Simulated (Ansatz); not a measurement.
## Hypothetical rutile HfS2: Hf → W

Start from HfS2 in the rutile structure (space group P4_2/mnm, No. 136; a = 6.024 Å, c = 3.652 Å; a hypothetical phase, not in the database extracts checked).

Now apply this change: full substitution Hf → W, then cell and atoms are relaxed.

All numbers come from PBEsol, PAW, 420 eV (Ansatz, an electronic-structure program; spin-orbit coupling left out), earlier PAW set. Settings: 8×8×15 k-points, 0.05 eV Fermi–Dirac smearing, for the changed cell.

The volume per atom decreases by 4.10 Å³, from 22.09 Å³ to 17.99 Å³ and the density grows by 1.55 g/cm³, from 6.08 g/cm³ to 7.63 g/cm³. The lattice parameter a shrinks by 0.193 Å to 5.831 Å and the c/a ratio decreases by 0.062 (0.606 → 0.544). The shortest interatomic distance drops by 0.137 Å to 2.354 Å and the band gap changes from 0.26 eV to zero.

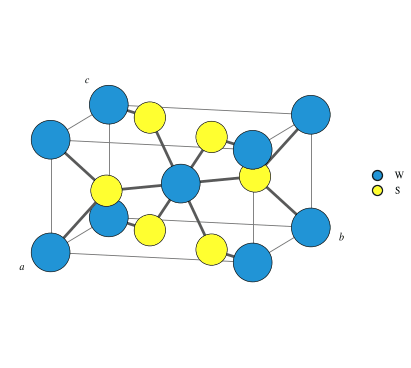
Figure. The relaxed conventional cell after the change

Cost of the whole job for the changed cell (relaxation, final SCF and bands): around 100 core-seconds (rough).

With Hf present, leaving out spin-orbit coupling can change the band edges. No phonon test of stability was made. As relaxed here, WS2 is a hypothetical phase, not in the database extracts checked. The final runs are not spin-polarised. WS2 has a high density of states at the Fermi level and may be magnetic at this level. The zero or small gap of HfS2 can change with the level of theory.
